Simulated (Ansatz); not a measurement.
AlBFH4N (SMILES [NH2][AlH][BH]F)

Input file:

```
crystal:
  periodic: [false, false, false]
  atoms:
    - {symbol: N, position_ang: [-1.034906, 1.237962, 0.178051]}
    - {symbol: Al, position_ang: [0.358392, 0.247183, 0.637004]}
    - {symbol: B, position_ang: [0.824043, -1.438581, -0.645947]}
    - {symbol: F, position_ang: [0.022085, -1.693008, -1.675482]}
    - {symbol: H, position_ang: [-1.365507, 2.050082, 0.674377]}
    - {symbol: H, position_ang: [-1.614466, 1.063463, -0.627727]}
    - {symbol: H, position_ang: [1.149375, 0.679517, 1.946212]}
    - {symbol: H, position_ang: [1.753185, -2.203819, -0.542388]}
basis:
  gaussian: {orbitals: def2-TZVPP}
hamiltonian: {xc: pbe0, dispersion: d4}
output: {orbitals: {seedname: orbitals}}
```

Run with:

```sh
ansatz run in.yaml --threads 2 --pin off --events-out ev --progress --plain --max-ram 4352MiB
```

Geometry: PBE0-D4/def2-TZVP.

All numbers below come from Ansatz 0.2.0, RKS PBE0-D4/def2-TZVPP.

Q: What will maps of the electron density and electron localisation function show?

A: B–F (1.33 Å): ρ is about 2.2 e/Å³ halfway; the ELF peaks at about 0.85 between the atoms, as expected for a shared but strongly polarised pair.
Al–N (1.77 Å): the density is about 0.86 e/Å³ at the midpoint; the ELF peaks at about 0.90 in the valence shell of N, 0.6 Å from its nucleus, and is about 0.60 at the midpoint.
Al–B (2.17 Å): ρ is about 0.58 e/Å³ halfway; the ELF peaks at about 1 between the atoms, as expected for a shared electron pair.
N–H (1.01 Å): the density is about 2.9 e/Å³ at the midpoint; the ELF climbs to about 1 towards the hydrogen, as it does in any bond to H: a covalent bond by its length.

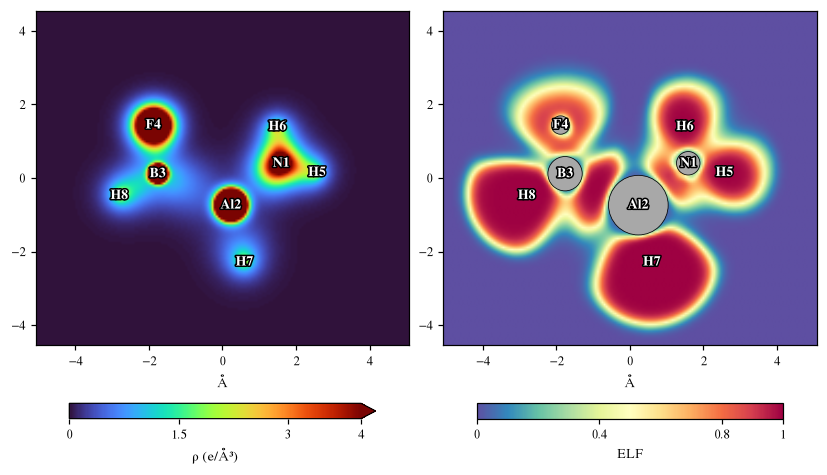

Computed electron density and electron localisation function on the molecular plane, in this order. Grey discs cover the atomic cores in the ELF map. 
